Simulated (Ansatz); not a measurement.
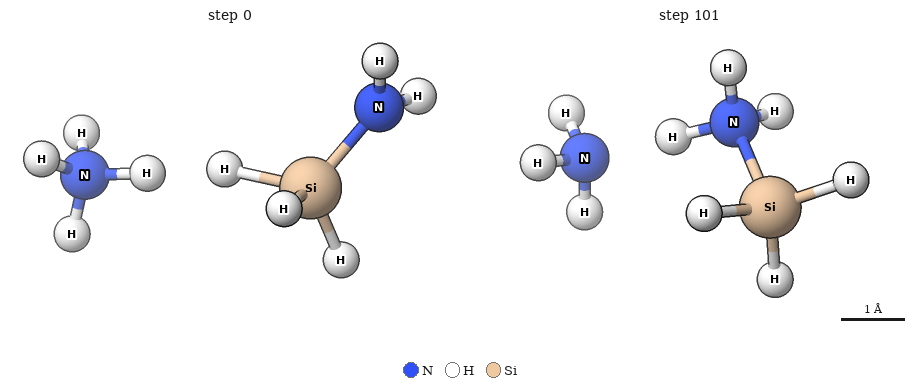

The structure of SiN2H9 (charge +1) before (left) and after (right) a relaxation, at one scale.

A ball-and-stick model, seen at a tilt.

All numbers below come from RKS PBE0-D4/def2-TZVP in Ansatz.

The input:
```yaml
crystal:
  periodic: [false, false, false]
  atoms:
    - {symbol: N, position_ang: [-0.646994, -0.463792, -2.412082]}
    - {symbol: H, position_ang: [0.039923, -0.075605, -3.082676]}
    - {symbol: H, position_ang: [-0.735077, -1.484129, -2.565290]}
    - {symbol: H, position_ang: [-1.567394, -0.014520, -2.565537]}
    - {symbol: H, position_ang: [-0.312780, -0.272239, -1.385082]}
    - {symbol: Si, position_ang: [0.874397, 0.210546, 1.238014]}
    - {symbol: N, position_ang: [-0.104660, 0.540583, 2.596084]}
    - {symbol: H, position_ang: [1.629260, -1.071350, 1.396014]}
    - {symbol: H, position_ang: [0.072405, -0.055192, -0.093945]}
    - {symbol: H, position_ang: [1.705416, 1.395202, 0.858713]}
    - {symbol: H, position_ang: [-0.446879, 1.475432, 2.824473]}
    - {symbol: H, position_ang: [-0.507616, -0.184936, 3.191415]}
basis:
  gaussian: {orbitals: def2-TZVP}
total_charge: 1
hamiltonian: {xc: pbe0, dispersion: d4}
relax: {f_tol: 0.005, max_steps: 200}
```

Command:
```bash
ansatz run in.yaml --threads 4 --pin off --events-out ev --progress --plain --max-ram 9574MiB
```

> What changed between the two?

After 90 accepted moves (101 points after the start) the energy has fallen by 17.4 kcal/mol. The largest force component goes from 0.75 to 0.0026 eV/Å. The line search rejected the trial steps at points 2, 21, 22, 26, 46, 58, 68, 76 and more of the run. The forces were under the threshold at step 49, but the run went on from there. H4 moves most after the best rigid fit: 2.51 Å. By element the largest moves are H 2.51 Å, N 1.82 Å, Si 0.53 Å. Among the contacts that change: H4–N7 5.394 → 1.109 Å, N1–H4 1.036 → 1.614 Å, Si6–N7 1.706 → 1.850 Å, Si6–H9 1.577 → 1.474 Å. New bonds form, among them: H4–N7 (5.39 → 1.11 Å). Bonds break, among them: N1–H4 (1.04 → 1.61 Å). Bond angles that change, for instance: H8–Si6–H9 101.6° → 114.2°, Si6–N7–H12 123.6° → 111.8°, Si6–N7–H11 123.2° → 111.8°.
